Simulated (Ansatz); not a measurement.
# InHF radical: small, medium and large basis sets

How large a basis does InHF radical need? Two functionals are run in growing sets.

The runs use Ansatz 0.2.0, Gaussian basis; one geometry, several basis sets.

The runs, in order: PBE0-D4/def2-SVP; ωB97M-V/def2-SVP; PBE0-D4/def2-QZVPP; ωB97M-V/def2-QZVPP; the functionals' def2-TZVPP values are taken from earlier runs.

## 1. Structure used throughout

An earlier PBE0-D4 in a triple-zeta def2 set relaxation fixed the geometry. In takes the def2 core potential; no spin-orbit term is included.

SMILES `[F][InH]`, 3 atoms, charge 0, spin multiplicity 2.

Atoms are counted from 1 here; the program's logs count them from 0.

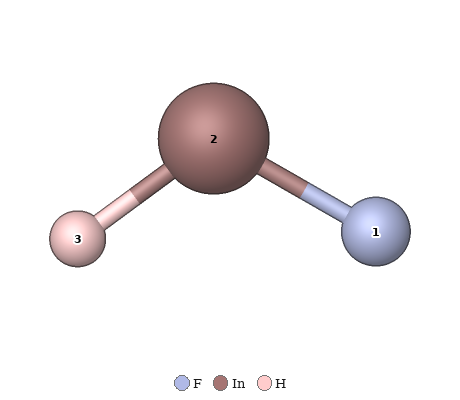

The structure; fluorine light blue, indium brown, hydrogen pink; atoms are numbered from 1 in the order of the file.

## 2. PBE0-D4 in def2-SVP

The input, in.yaml:

```yaml
crystal:
  periodic: [false, false, false]
  atoms:
    - {symbol: F, position_ang: [1.088408, 0.989526, 0.694311]}
    - {symbol: In, position_ang: [-0.522479, 0.355087, -0.244849]}
    - {symbol: H, position_ang: [-0.576929, -1.409413, -0.462762]}
basis:
  gaussian: {orbitals: def2-SVP}
magnetization: {spin_polarized: true, initial_magnetization: 1}
hamiltonian: {xc: pbe0, dispersion: d4}
output: {orbitals: {seedname: orbitals}}
```

The runs that follow: ωB97M-V in def2-SVP; PBE0-D4 in def2-QZVPP; ωB97M-V in def2-QZVPP.

Before running them: what should the planned runs give, taken together? Wanted: PBE0-D4: double and triple zeta above quadruple; ωB97M-V: double and triple zeta above quadruple.

As calculated:

| quantity | value |
| --- | --- |
| PBE0-D4: double and triple zeta above quadruple | 3.99, 0.21 eV |
| ωB97M-V: double and triple zeta above quadruple | 4.09, 0.21 eV |

**Reading.** For PBE0-D4 the step from double to triple zeta gains 3.78 eV and the next only 0.21 eV. These are total energies; as a rule much of such shifts cancels in differences, which this series doesn't test.
